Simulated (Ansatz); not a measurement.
```xyz
9

B    -1.7302    0.5011    0.6598
O    -0.7020   -0.3537    0.4760
Si    0.8544   -0.2101   -0.1503
O     0.9724   -1.0459   -1.5735
H    -2.7642    0.0635    1.1085
H    -1.6069    1.6772    0.3843
H     1.1420    1.2062   -0.4723
H     1.7517   -0.7694    0.8932
H     0.9051   -2.0080   -1.5457
```

Computed with RKS B3LYP/def2-SVP (Ansatz 0.2.0).

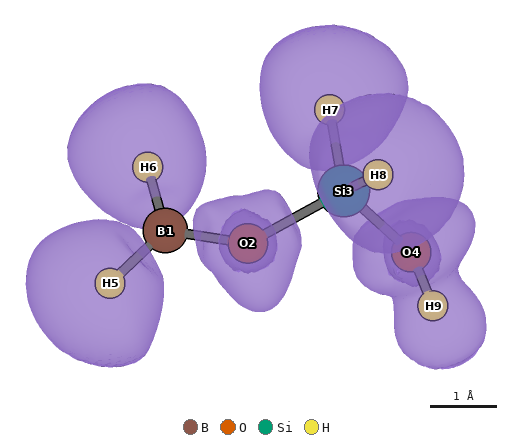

BH5O2Si. Isosurface of the electron localisation function at 0.75 (purple), seen across its widest extent. Core shells and regions of very low density are left out.

Identify the bonds, lone pairs and shells in this picture.

Answer. The ELF exceeds this value in four regions around hydrogen nuclei, one region on O in which the atom's valence shell and bonds are merged and one joined region spread over several atoms (H, O), in which their bonds and any lone pairs are merged.

Values along the shortest contacts:
B–O (1.35 Å): the ELF peaks at about 0.90 between the atoms, as expected for a polar covalent bond. Si–O (1.65 Å): the ELF peaks at about 0.90 between the atoms (a polar covalent bond).
